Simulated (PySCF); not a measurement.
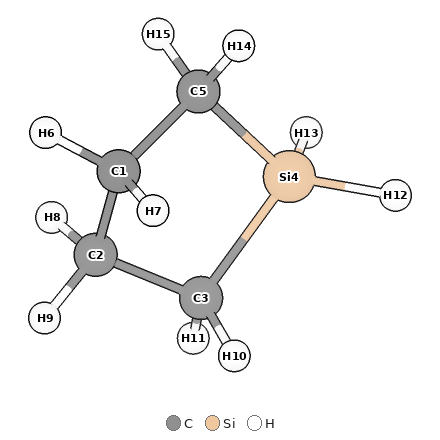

C₄H₁₀Si, SMILES C1CC[SiH2]C1. Vertical core-electron binding energies by ΔSCF (PBE, pcX-2 on the ionised atom, pcseg-1 elsewhere, spin-free X2C; PySCF 2.14.0, at a PBE0-D3(BJ)/def2-SVP geometry (no frequency check)), gas phase, against the vacuum level. One atom of each kind was ionised; within a panel, areas follow the number of like atoms and 2j + 1 (2p levels are split by first-order spin-orbit coupling, an approximation), Gaussians of 0.4 eV full width. Only the regions named are shown.

Predict the Si 2p photoelectron lines.

```tsv
level	atoms	binding energy (eV)
Si 2p1/2	Si4	106.1
Si 2p3/2	Si4	105.5
```

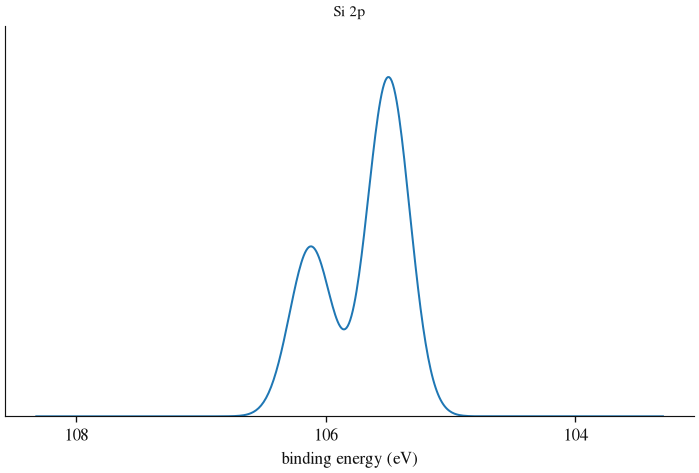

Note: one conformer of a flexible molecule.
